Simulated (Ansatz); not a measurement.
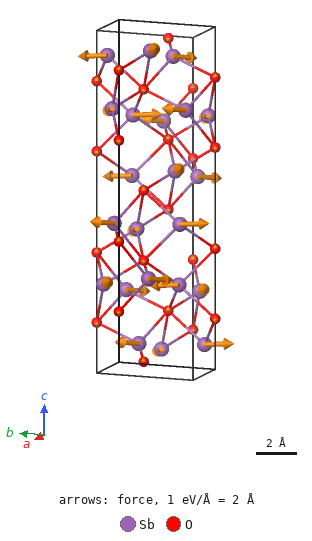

Starting geometry of crystalline Sb3O2 (built on the corundum_167 type) (coarse preliminary run) with the computed forces as orange arrows. Style: ball-and-stick. Shown: the conventional cell (3 times the calculation's cell), from a free direction. Lengths and directions refer to the drawn axes.

Case: anti-corundum type (R-3c, No. 167).

Method: DFT PBE, scalar-relativistic, plane waves, PAW in Ansatz.

Input file:
```yaml
crystal:
  lattice:
    - [3.1705196174, 1.8305003545, 5.7708218225]
    - [-3.1705196174, 1.8305003545, 5.7708218225]
    - [0.0, -3.6610007092, 5.7708218225]
  atoms:
    - { symbol: Sb, position: [0.05625, 0.44375, 0.75] }
    - { symbol: Sb, position: [0.75, 0.05625, 0.44375] }
    - { symbol: Sb, position: [0.44375, 0.75, 0.05625] }
    - { symbol: Sb, position: [0.94375, 0.55625, 0.25] }
    - { symbol: Sb, position: [0.25, 0.94375, 0.55625] }
    - { symbol: Sb, position: [0.55625, 0.25, 0.94375] }
    - { symbol: O, position: [0.85218, 0.85218, 0.85218] }
    - { symbol: O, position: [0.64782, 0.64782, 0.64782] }
    - { symbol: O, position: [0.14782, 0.14782, 0.14782] }
    - { symbol: O, position: [0.35218, 0.35218, 0.35218] }
basis:
  ecutwfc: 420
kpoints:
  mp_grid: { grid: [3, 3, 3] }
hamiltonian:
  xc: pbe
scf:
  occupations: { method: gaussian, width: 0.1 }
  lower_state_search: "off"
output:
  forces: true
  stress: true
  eigenvalues: true
relax:
  adjacent_minimum: "off"
  f_tol: 0.04
  max_steps: 70
  cell: { stress_tol: 0.4 }
```

Launched with:
```bash
ansatz run input.yaml --threads 1 --pin off --max-ram 2560MiB --backend cpu --events-out ev --progress --plain --runs-dir out
```

### What follows when this structure is relaxed?

It isn't relaxed: the largest force vector, on Sb atoms, is 0.80 eV/Å. The atoms end up moving mostly along the starting forces (cosine between the two patterns 1.00). The largest moves relative to the cell, 1.44 Å, are those of Sb1, Sb2, Sb3, Sb4, Sb5 and Sb6. Sb3 goes along [−1 −1 0]. By element the largest moves are Sb 1.44 Å, O 0.32 Å. The volume changes by +4.1 %, with a = b 6.341 → 7.444 Å (+17.4 %), c 17.312 → 13.075 Å (−24.5 %). Some distances before and after: Sb1–O7 2.627 → 4.073 Å, Sb1–O10 2.471 → 2.212 Å. Bond angles that change, for instance: O9–Sb3–O10 120.4° → 180.0°, Sb1–O10–Sb2 101.2° → 114.5°. The space group (tolerance 0.01 Å) goes from R-3c (No. 167) to R-3m (No. 166). After 12 accepted moves (14 points after the start) the energy has fallen by 4.904 eV per cell of the calculation. The largest force component goes from 0.8 to 0.011 eV/Å. Pressure: −2.76 GPa at the start and 0.01 GPa at the end. The SCF was repeated twice at an unchanged geometry on a basis and grid sized afresh for the cell, which shifted the energy by 0.396 eV per cell of the calculation at most.
